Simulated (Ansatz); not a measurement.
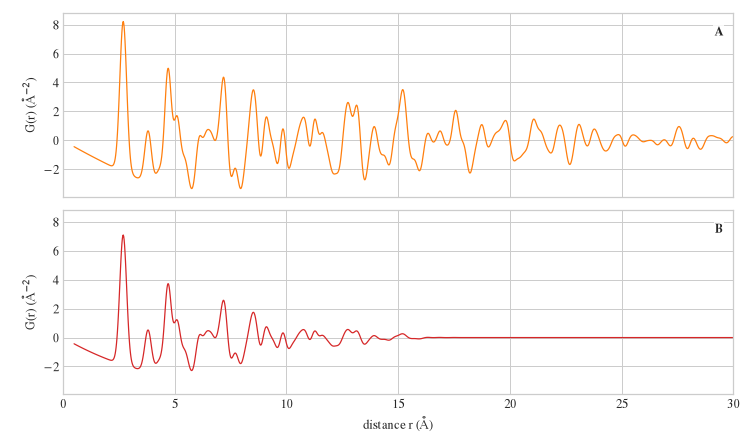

Simulated X-ray pair distribution function, G(r) = R(r)/r − 4πρ₀r, summed over the atomic distances of the structure with each pair weighted by the product of the atomic numbers (X-ray weights at Q = 0); every distance is a Gaussian of σ = 0.15 Å, for spherical particles of Os with the bulk structure: the bulk G(r) is multiplied by the envelope of a sphere of diameter D, 1 − 3r/2D + r³/2D³, with no surface relaxation. The number density is 0.0714 atoms per Å³. It is based on the end point of a relaxation at fixed volume with DFT r2SCAN, scalar-relativistic, plane waves, PAW (Ansatz 0.2.0).

> The diameters are 18 and 40 Å. Which curve belongs to which?

curve A: 40 Å; curve B: 18 Å. The smaller the particle, the sooner the oscillations die out.
